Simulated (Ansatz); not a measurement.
```xyz
10

B    -0.7936    1.6783   -1.4102
O    -0.5741    0.8583   -0.3495
B     0.2953   -0.1850   -0.2764
Si    0.4425   -1.2880    1.4249
H    -0.1975    1.4997   -2.4372
H    -1.5891    2.5627   -1.2743
H     0.9782   -0.4252   -1.2414
H     0.3147   -2.7344    1.1044
H    -0.5821   -0.9335    2.4377
H     1.7889   -1.0841    2.0250
```

These are results of RKS BHLYP/def2-SVP (Ansatz 0.2.0), not measurements.

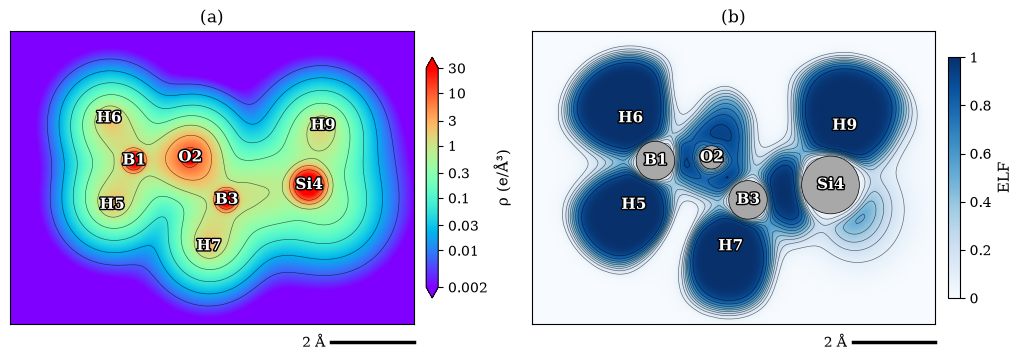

B₂H₆OSi. (a) total electron density; (b) electron localisation function on the plane of atoms B1, O2 and B3. Grey discs cover the atomic cores in the ELF map.

Q: What do the fields say about this system?

A: The plane passes through B, O, Si and H nuclei. B–O (1.36 Å): ρ at the midpoint is about 2.1 e/Å³; the ELF peaks at about 0.90 between the atoms, as expected for a shared but strongly polarised pair. Si–B (2.03 Å): ρ at the midpoint is about 0.83 e/Å³; the ELF peaks at about 1 between the atoms, as expected for a covalent bond. B–H (1.20 Å): the density is about 1.2 e/Å³ at the midpoint; the ELF climbs to about 1 towards the hydrogen, as it does in any bond to H (an ordinary covalent bond to hydrogen). Si–H (1.48 Å): ρ at the midpoint is about 0.76 e/Å³; the ELF climbs to about 1 towards the hydrogen. The ELF also peaks beside O2, away from the bonds: lone-pair regions.
